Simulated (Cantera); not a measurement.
Charge: 1 mol SiCl4, 0.35 mol H2O, 35 mol H2, 0.93 mol O3, equilibrated at 1777 °C.

Equilibrium computed with Cantera from the NASA thermochemical tables; the gas is ideal and each condensed phase is pure. Candidate condensed phases: H2O, Si, SiO2; 30 gas species. The tables hold silica as quartz up to 1696 K and as liquid above; real silica turns to tridymite and cristobalite and melts near 1996 K. Gases not in the tables: Si(OH)4. Equilibrium is a limit: real reactors are often held back by kinetics, nucleation or transport.

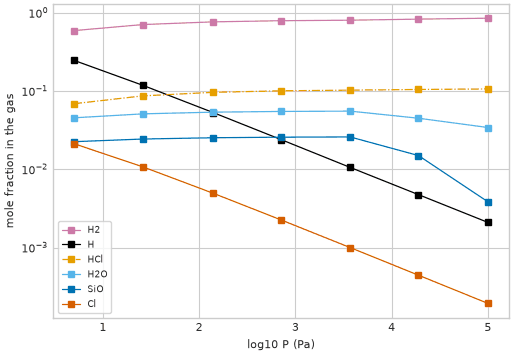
Equilibrium gas composition (values under 1e-9 drawn at 1e-9)

Task: Read off the mole fractions at 1.00 bar.

Result: H2 about 0.85, HCl about 0.11, H2O about 0.034, SiO about 0.0038, H about 0.0021, Cl about 0.00019.
